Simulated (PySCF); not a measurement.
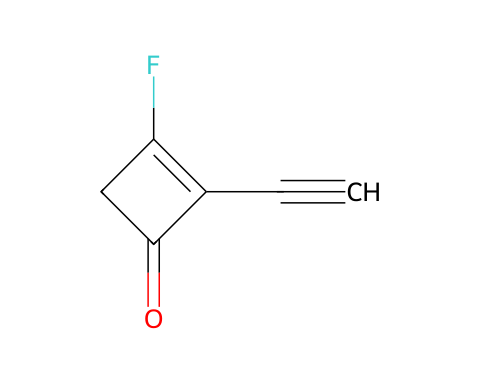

The computed structure is the end point of a GFN2-xTB optimisation. No frequency run is at hand to confirm it as a minimum. Level of theory: CAM-B3LYP/def2-SVPD, gas phase (PySCF 2.14.0). Excitations: vertical, linear response.

What does the calculation give?

The species is C6H3FO (`C#CC1=C(F)CC1=O`).
- dipole moment: 2.22 D
- HOMO energy (Kohn–Sham orbital): −8.89 eV
- LUMO energy (Kohn–Sham orbital): −0.70 eV
- HOMO–LUMO gap: 8.19 eV
- mean static polarisability: 72.8 bohr³
- lowest vertical singlet excitation: 4.29 eV
- its oscillator strength: 0.000
- brightest of the 8 lowest singlets: 5.41 eV
- its oscillator strength: 0.19
